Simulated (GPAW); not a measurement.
# PbSe (Clausthalite): G0W0 on several meshes in GPAW

Aim: the GW shift of PbSe (Clausthalite) against the k mesh.

Main program and level: GPAW 26.7.0; PBE and many-body steps on it, plane waves.

## (1) Set-up

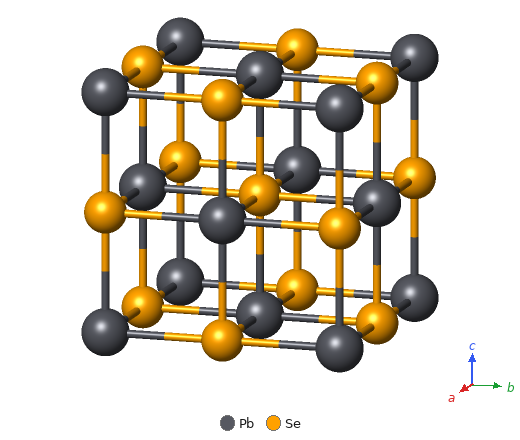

Start, viewed slightly off an axis; lead dark grey, selenium orange. This picture shows the conventional cell, with its axes. Some periodic images of atoms are drawn too.

Coordinates:

```
Pb Se
1.0
     0.00000    3.06065    3.06065
     3.06065    0.00000    3.06065
     3.06065    3.06065    0.00000
Pb Se
1 1
Direct
  0.00000 0.00000 0.00000
  0.50000 0.50000 0.50000
```

The cell and positions come from the Crystallography Open Database and are kept as given unless a step says otherwise. Spin-orbit coupling is left out unless a step names it.

## (2) Empty states on the mesh, 4×4×4 mesh, 686 bands

This step: GPAW 26.7.0; DFT, PBE, plane waves, PAW.

The sums over transitions need many empty states on a uniform mesh; this step solves for them.

run.py reads:

```python
import json
import numpy as np
from gpaw.mpi import world
from gpaw import GPAW

calc = GPAW('gs.gpw').fixed_density(kpts={'size': (4, 4, 4), 'gamma': True},
    parallel={'domain': 1, 'band': 1},
    txt='nscf.txt')
calc.diagonalize_full_hamiltonian(nbands=686)
calc.write('full.gpw', mode='all')
res = {}
kpts = calc.get_ibz_k_points()
res['kpts'] = kpts
res['eigenvalues'] = [calc.get_eigenvalues(kpt=k) for k in range(len(kpts))]
res['n_electrons'] = calc.get_number_of_electrons()

if world.rank == 0:
    with open('result.json', 'w') as f:
        json.dump(res, f, default=lambda x: x.tolist())
```

Launch:

```
mpirun -n 4 gpaw python run.py
```

Numbers of over 12 decimals in the logs are rounded to 6 here.

The log of the run:

```text
Diagonalizing LCAO Hamiltonian
Converting LCAO to pw mode
convergence criteria:
- Maximum integral of absolute [eigenst]ate change: 4e-08 eV^2 / valence electron
maximum number of iterations: 100

SCF iterations
|iter     |     time |      energy | eigst |  dens |
|iter:   1|  |             | +1.50 |       |
|iter:   2|  |             | +0.72 |       |
|iter:   3|  |             | -0.94 |       |
[...]
|iter:   7|  |             | -5.56 |       |
|iter:   8|  |             | -6.65 |       |
|iter:   9|  |             | -7.45c|       |
SCF steps: 9
  __  _  _
 | _ |_)|_||  |
 |__||  | ||/\| - 26.7.0

Input parameters:
  mode=PW(ecut=450.000000),
  convergence={'density': 1e-06, 'bands': -3},
  gpts=array([24, 24, 24]),
  kpts=MonkhorstPack(size=(4, 4, 4), gamma=True),
  maxiter=100,
  nbands=17,
  occupations=Occupations(name='fermi-dirac', width=0.001, fixmagmom=False),
  parallel={'domain': 1, 'band': 1},
  xc=XC(name='PBE')
Matrix size: 1243x1243
# Writing to full.gpw (mode='all')
  [... matrices ...]

timing:  # [seconds]
  Total: 6.301  # ━━━━━━━━━━━━━━━━━━━━━━━━━━━━━━━━━━━━━━━━━━━━━━━━━━━━━━━━━━━
```

Elapsed: 11 s, on 4 MPI ranks of Arm Neoverse V1, shared host; peak memory 1.2 GiB.

This step gave:

| Item | Value |
| --- | --- |
| gap | 0.2446 eV |
| k of the valence top | 0.5, 0.5, 0.5 |
| k of the conduction bottom | 0.5, 0.5, 0.5 |
| least direct gap | 0.2446 eV |
| k points computed | 8 |
| lowest point of the top converged band, above the valence top | 285.9315 eV |

On this mesh the gap is 0.245 eV.

## (3) 4×4×4

Now the one-shot GW correction: screening in the RPA, then the self-energy of the levels asked for.

This step: G0W0 on PBE, plane waves, PAW.

run.py reads:

```python
import json
import numpy as np
from gpaw.mpi import world
from gpaw.response.g0w0 import G0W0

gw = G0W0('full.gpw',
    filename='gw',
    kpts=[0, 7],
    bands=(8, 12),
    ecut=90,
    nbands=111,
    integrate_gamma='WS',
    ppa=True)
gw.calculate()
res = {mode: {k: v for k, v in r.items() if k != 'sigma_eskwn'}
       for mode, r in gw.all_results.items()}

if world.rank == 0:
    with open('result.json', 'w') as f:
        json.dump(res, f, default=lambda x: x.tolist())
```

Launch:

```
mpirun -n 4 gpaw python run.py
```

The log of the run:

```text
Using integrator: PointIntegrator
FrequencyGridDescriptor(from 0.000+0.000j to 0.000+27.211j eV, 2 points)
Nonperiodic BCs:  [False False False]
Using integrator: PointIntegrator
FrequencyGridDescriptor(from 0.000+0.000j to 0.000+27.211j eV, 2 points)
Nonperiodic BCs:  [False False False]
  ___  _ _ _
 |   || | | |
 | | || | | |
 |__ ||_____|
 |___|

BZ k-points: Symmetries present (total): 48

  [... matrices ...]
64 k-points: 4 x 4 x 4 Monkhorst-Pack grid + [1/8,1/8,1/8]
8 k-points in the irreducible part of the Brillouin zone
       k-points in crystal coordinates                weights
   0:     0.00000000    0.00000000    0.00000000          1/64
   1:     0.25000000    0.25000000    0.00000000          6/64
   2:     0.25000000    0.25000000    0.25000000          8/64
   3:     0.50000000    0.25000000   -0.25000000          6/64
   4:     0.50000000    0.25000000    0.25000000         12/64
   5:     0.50000000    0.50000000    0.00000000          3/64
   6:     0.50000000    0.50000000    0.25000000         24/64
   7:     0.50000000    0.50000000    0.50000000          4/64

Distributing spins, k-points and bands (1 x 2 x 4) over 4 processes
Number of blocks: 1

Quasi particle states:
k-points (IBZ indices): [0, 7]
Band range: (8, 12)
  [... matrices ...]
Computational parameters:
Plane wave cut-off: 90 eV
Number of bands: 111
Coulomb cutoff: None
Broadening: 0.1 eV

fxc modes: GW
Kernel: RPA
Using Godby-Needs plasmon-pole approximation:
  Fitting energy: i*E0, E0 = 1.000 Hartree
Summing all q:

Calculating screened Coulomb potential
No Coulomb truncation
FrequencyGridDescriptor(from 0.000+0.000j to 0.000+27.211j eV, 2 points)
Removing empty qpoint cache files...

Calculating chi0 body with:
    Ground state adapter containing:
    Number of spins: 1
    Number of kpoints: 64
    Number of irreducible kpoints: 8
    Number of completely occupied states: 10
    Number of partially occupied states: 10
    Occupied states memory: 2.109375 M / cpu

    Linear response parametrization:
    q_c: [0.0, 0.0, 0.0]
    Number of frequency points: 2
    Planewave cutoff: 90.0
    Number of bands: 111
    Number of planewaves: 113
    Broadening (eta): 1e-06
    comm.size: 4
    kncomm.size: 4
    blockcomm.size: 1

    Memory estimate of potentially large arrays:
        chi0_wGG: 0.389679 M / cpu
Integrating chi0 body.

Symmetries of q_c:
    Direct symmetries (Uq -> q): 48
    Indirect symmetries (TUq -> q): 0
In total 48 allowed symmetries.

  [... matrices ...]
8 groups of equivalent kpoints. 87.5% reduction.

Integral kind: response function
Integrating chi0 head and wings.

Symmetries of q_c:
    Direct symmetries (Uq -> q): 48
    Indirect symmetries (TUq -> q): 0
In total 48 allowed symmetries.

  [... matrices ...]
8 groups of equivalent kpoints. 87.5% reduction.

Integral kind: response function wings

Calculating chi0 body with:
    Ground state adapter containing:
    Number of spins: 1
    Number of kpoints: 64
    Number of irreducible kpoints: 8
    Number of completely occupied states: 10
    Number of partially occupied states: 10
    Occupied states memory: 2.109375 M / cpu

    Linear response parametrization:
[... the further q-points ...]

Results:
f:      Occupation numbers
eps:     KS-eigenvalues [eV]
vxc:     KS vxc [eV]
exx:     Exact exchange [eV]
sigma:   Self-energies [eV]
dsigma:  Self-energy derivatives
Z:       Renormalization factors
qp:      QP-energies [eV]

k-point 0 (0): (0.000, 0.000, 0.000)                GW
band       f     eps     vxc     exx   sigma  dsigma       Z      qp
                                                                   GW
   8   1.000   4.214 -14.165 -16.750   2.180  -0.301   0.769   3.903
   9   1.000   4.214 -14.165 -16.750   2.180  -0.301   0.769   3.903
  10   0.000  10.793 -13.474  -8.567  -4.587  -0.283   0.780  11.042
  11   0.000  10.793 -13.474  -8.567  -4.587  -0.283   0.780  11.042

k-point 1 (7): (0.500, 0.500, 0.500)                GW
band       f     eps     vxc     exx   sigma  dsigma       Z      qp
                                                                   GW
   8   1.000   4.628 -14.794 -17.183   1.999  -0.294   0.773   4.327
   9   1.000   6.140 -15.903 -16.812   0.851  -0.269   0.788   6.094
  10   0.000   6.385 -11.271  -8.143  -3.215  -0.246   0.803   6.315
  11   0.000   7.779 -11.907  -8.446  -3.440  -0.248   0.801   7.796
```

Wall time 29 s (4 MPI ranks); peak memory 1.2 GiB; 1.9 min of CPU time.

This step gave:

```yaml
g0w0_gap_on_the_points_computed: 0.2210 eV
least_direct_g0w0_gap_on_the_computed_points: 0.2210 eV
z_at_the_valence_top: 0.7881
z_at_the_conduction_bottom: 0.8028
starting_gap_on_the_mesh: 0.2446 eV
k_of_the_valence_top: 0.5, 0.5, 0.5
k_of_the_conduction_bottom: 0.5, 0.5, 0.5
```

The gap on the mesh goes from 0.24 eV to 0.22 eV, a correction of −0.02 eV.

## (4) Empty states on the mesh, 6×6×6 mesh, 121 bands

This step: DFT, PBE, plane waves, PAW.

run.py reads:

```python
import json
import numpy as np
from gpaw.mpi import world
from gpaw import GPAW

calc = GPAW('gs.gpw').fixed_density(kpts={'size': (6, 6, 6), 'gamma': True},
    parallel={'domain': 1, 'band': 1},
    txt='nscf.txt')
calc.diagonalize_full_hamiltonian(nbands=121)
calc.write('full.gpw', mode='all')
res = {}
kpts = calc.get_ibz_k_points()
res['kpts'] = kpts
res['eigenvalues'] = [calc.get_eigenvalues(kpt=k) for k in range(len(kpts))]
res['n_electrons'] = calc.get_number_of_electrons()

if world.rank == 0:
    with open('result.json', 'w') as f:
        json.dump(res, f, default=lambda x: x.tolist())
```

Launch:

```
mpirun -n 4 gpaw python run.py
```

The log of the run:

```text
Diagonalizing LCAO Hamiltonian
Converting LCAO to pw mode
convergence criteria:
- Maximum integral of absolute [eigenst]ate change: 4e-08 eV^2 / valence electron
maximum number of iterations: 100

SCF iterations
|iter     |     time |      energy | eigst |  dens |
|iter:   1|  |             | +1.41 |       |
|iter:   2|  |             | +0.55 |       |
|iter:   3|  |             | -0.61 |       |
[...]
|iter:   7|  |             | -5.40 |       |
|iter:   8|  |             | -6.63 |       |
|iter:   9|  |             | -7.49c|       |
SCF steps: 9
  __  _  _
 | _ |_)|_||  |
 |__||  | ||/\| - 26.7.0

Input parameters:
  mode=PW(ecut=450.000000),
  convergence={'density': 1e-06, 'bands': -3},
  gpts=array([24, 24, 24]),
  kpts=MonkhorstPack(size=(6, 6, 6), gamma=True),
  maxiter=100,
  nbands=17,
  occupations=Occupations(name='fermi-dirac', width=0.001, fixmagmom=False),
  parallel={'domain': 1, 'band': 1},
  xc=XC(name='PBE')
Matrix size: 1260x1260
# Writing to full.gpw (mode='all')
  [... matrices ...]

timing:  # [seconds]
  Total: 9.488  # ━━━━━━━━━━━━━━━━━━━━━━━━━━━━━━━━━━━━━━━━━━━━━━━━━━━━━━━━━━━
```

It took 15 s on 4 MPI ranks; peak memory 1.2 GiB; 58 s of CPU time.

Numbers from this step:

```yaml
gap: 0.2446 eV
k_of_the_valence_top: 0.5, 0.5, 0.5
k_of_the_conduction_bottom: 0.5, 0.5, 0.5
least_direct_gap: 0.2446 eV
k_points_computed: 16
lowest_point_of_the_top_converged_band_above_the_valence_top: 78.8725 eV
```

On this mesh the gap is 0.245 eV.

## (5) 6×6×6

This step: G0W0 on PBE, plane waves, PAW.

run.py reads:

```python
import json
import numpy as np
from gpaw.mpi import world
from gpaw.response.g0w0 import G0W0

gw = G0W0('full.gpw',
    filename='gw',
    kpts=[0, 15],
    bands=(8, 12),
    ecut=90,
    nbands=111,
    integrate_gamma='WS',
    ppa=True)
gw.calculate()
res = {mode: {k: v for k, v in r.items() if k != 'sigma_eskwn'}
       for mode, r in gw.all_results.items()}

if world.rank == 0:
    with open('result.json', 'w') as f:
        json.dump(res, f, default=lambda x: x.tolist())
```

Launch:

```
mpirun -n 4 gpaw python run.py
```

The log of the run:

```text
Using integrator: PointIntegrator
FrequencyGridDescriptor(from 0.000+0.000j to 0.000+27.211j eV, 2 points)
Nonperiodic BCs:  [False False False]
Using integrator: PointIntegrator
FrequencyGridDescriptor(from 0.000+0.000j to 0.000+27.211j eV, 2 points)
Nonperiodic BCs:  [False False False]
  ___  _ _ _
 |   || | | |
 | | || | | |
 |__ ||_____|
 |___|

BZ k-points: Symmetries present (total): 48

  [... matrices ...]
216 k-points: 6 x 6 x 6 Monkhorst-Pack grid + [1/12,1/12,1/12]
16 k-points in the irreducible part of the Brillouin zone
       k-points in crystal coordinates                weights
   0:     0.00000000    0.00000000    0.00000000          1/216
   1:     0.16666667    0.16666667    0.00000000          6/216
   2:     0.16666667    0.16666667    0.16666667          8/216
[...]
9:     0.50000000    0.33333333   -0.16666667         12/216
          ...
  15:     0.50000000    0.50000000    0.50000000          4/216

Distributing spins, k-points and bands (1 x 2 x 4) over 4 processes
Number of blocks: 1

Quasi particle states:
k-points (IBZ indices): [0, 15]
Band range: (8, 12)
  [... matrices ...]
Computational parameters:
Plane wave cut-off: 90 eV
Number of bands: 111
Coulomb cutoff: None
Broadening: 0.1 eV

fxc modes: GW
Kernel: RPA
Using Godby-Needs plasmon-pole approximation:
  Fitting energy: i*E0, E0 = 1.000 Hartree
Summing all q:

Calculating screened Coulomb potential
No Coulomb truncation
FrequencyGridDescriptor(from 0.000+0.000j to 0.000+27.211j eV, 2 points)
Removing empty qpoint cache files...

Calculating chi0 body with:
    Ground state adapter containing:
    Number of spins: 1
    Number of kpoints: 216
    Number of irreducible kpoints: 16
    Number of completely occupied states: 10
[...]
Number of frequency points: 2
    Planewave cutoff: 90.0
    Number of bands: 111
    Number of planewaves: 113
    Broadening (eta): 1e-06
    comm.size: 4
    kncomm.size: 4
    blockcomm.size: 1

    Memory estimate of potentially large arrays:
        chi0_wGG: 0.389679 M / cpu
Integrating chi0 body.

Symmetries of q_c:
    Direct symmetries (Uq -> q): 48
    Indirect symmetries (TUq -> q): 0
In total 48 allowed symmetries.

  [... matrices ...]
16 groups of equivalent kpoints. 92.592593% reduction.

Integral kind: response function
Integrating chi0 head and wings.

Symmetries of q_c:
    Direct symmetries (Uq -> q): 48
    Indirect symmetries (TUq -> q): 0
In total 48 allowed symmetries.

  [... matrices ...]
16 groups of equivalent kpoints. 92.592593% reduction.

Integral kind: response function wings

Calculating chi0 body with:
    Ground state adapter containing:
    Number of spins: 1
    Number of kpoints: 216
    Number of irreducible kpoints: 16
    Number of completely occupied states: 10
    Number of partially occupied states: 10
[... the further q-points ...]

Results:
f:      Occupation numbers
eps:     KS-eigenvalues [eV]
vxc:     KS vxc [eV]
exx:     Exact exchange [eV]
sigma:   Self-energies [eV]
dsigma:  Self-energy derivatives
Z:       Renormalization factors
qp:      QP-energies [eV]

k-point 0 (0): (0.000, 0.000, 0.000)                GW
band       f     eps     vxc     exx   sigma  dsigma       Z      qp
                                                                   GW
   8   1.000   4.214 -14.165 -16.763   2.165  -0.301   0.769   3.881
   9   1.000   4.214 -14.165 -16.763   2.165  -0.301   0.769   3.881
  10   0.000  10.793 -13.474  -8.567  -4.560  -0.283   0.780  11.063
[...]
k-point 1 (15): (0.500, 0.500, 0.500)                GW
band       f     eps     vxc     exx   sigma  dsigma       Z      qp
                                                                   GW
[...]
10   0.000   6.385 -11.271  -8.260  -3.069  -0.243   0.805   6.338
  11   0.000   7.779 -11.907  -8.533  -3.331  -0.246   0.803   7.814
```

Elapsed: 2.2 min, on 4 MPI ranks; peak memory 1.6 GiB; 8.9 min of CPU time.

This step gave:

```yaml
g0w0_gap_on_the_points_computed: 0.2575 eV
least_direct_g0w0_gap_on_the_computed_points: 0.2575 eV
z_at_the_valence_top: 0.7897
z_at_the_conduction_bottom: 0.8048
starting_gap_on_the_mesh: 0.2446 eV
k_of_the_valence_top: 0.5, 0.5, 0.5
k_of_the_conduction_bottom: 0.5, 0.5, 0.5
```

Against G0W0 in GPAW (4×4×4 mesh, 111 bands, screening to 90 eV, Godby-Needs plasmon pole), the gap moves by +0.037 eV.

## (6) The runs together

Times are wall times on 4 MPI ranks of Arm Neoverse V1, shared host, good to a factor of about two.

| run | mesh | bands | screening cutoff (eV) | DFT gap (eV) | gap on the mesh (eV) | direct (eV) | time |
| --- | --- | --- | --- | --- | --- | --- | --- |
| 4×4×4 | 4×4×4 | 111 | 90 | 0.245 | 0.221 | 0.221 | 29 s |
| 6×6×6 | 6×6×6 | 111 | 90 | 0.245 | 0.258 | 0.258 | 2.2 min |

## (7) Results

```
4×4×4        : 0.221 eV
6×6×6        : 0.258 eV
known limits : not at the basis limit; model gap, bands may invert with spin-orbit coupling; no spin-orbit coupling; coarse k mesh
```

In words: 6×6×6: +0.037 eV against 4×4×4. Bands and cutoff are finite, so the gap is not at the basis limit. The miss can reach some tenths of an eV and take either sign; the mesh is an error of its own. These stock PAW sets were not made for GW; the filled d or f shell of Se lies in the frozen core, which bears on start and correction. In the G0W0 runs levels were corrected at 2 k points alone, so a gap called «on the mesh» is the least over those, and an edge elsewhere would be missed. The 4×4×4 mesh is coarse for this cell, which bears on the long-range parts of exchange and screening. Where an edge is built on 6p states of lead, bismuth or thallium, scalar-relativistic gaps usually stand too wide, by a few tenths to over one eV. With atoms this heavy and so narrow a gap, spin-orbit coupling can invert the bands. These scalar-relativistic gaps are then model values, not to be set against experiment, and a spin-orbit change taken from DFT can't simply be added.

[Paths, hosts, dates, memory and timing lines, banners, echoed tables and standing remarks are left out of the program output.]

[Logs are printed without paths, hosts, clocks, repeated set-up lines and the standing remarks that a program may print on its own settings, such as how far it seeks lower states.]

[Runs of the session that timed out or met a known fault of the program may be left out.]

[Hosts, paths, dates, database ids (printed as entryN), source tags and the programs' standing remarks are cut or masked in the printed files.]
